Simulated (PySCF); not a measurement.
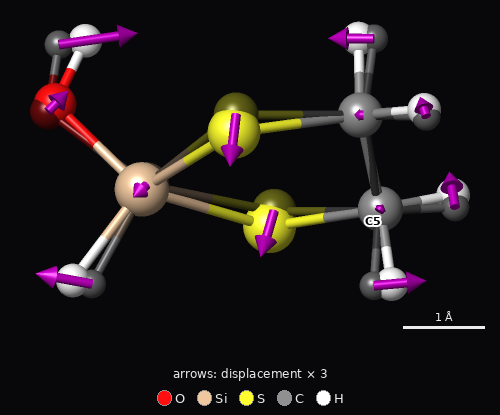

This is a relaxation of C$_{2}$H$_{6}$OS$_{2}$Si. The starting structure is drawn faded, the final one solid; purple arrows show the displacements, magnified 3 times. The two geometries are superimposed by the best rigid fit.

Style: ball-and-stick. Shown at a tilt.

The start comes from GFN2-xTB. Its atoms were then displaced at random by about 0.01 Å.

Method: PBE0-D3(BJ)/def2-SVP geometry optimisation, gas phase (PySCF 2.14.0, density-fitted response routines). 

Q: Describe the change and its energy.

A: Over 8 geometry steps the energy falls by 3.13 kcal/mol. An H atom moves most after the best rigid fit: 0.33 Å. Largest moves by element: H 0.33 Å, S 0.24 Å, O 0.13 Å, Si 0.09 Å, C 0.04 Å. Some distances before and after: C–S 1.787 → 1.832 Å, H–O 0.933 → 0.963 Å, C–H 1.074 → 1.101 Å, C–H 1.122 → 1.101 Å. Among the angles between lasting bonds that change: Si–O–H 123.5° → 116.2°, S–Si–H 113.9° → 116.4°, O–Si–S 112.9° → 110.6°.
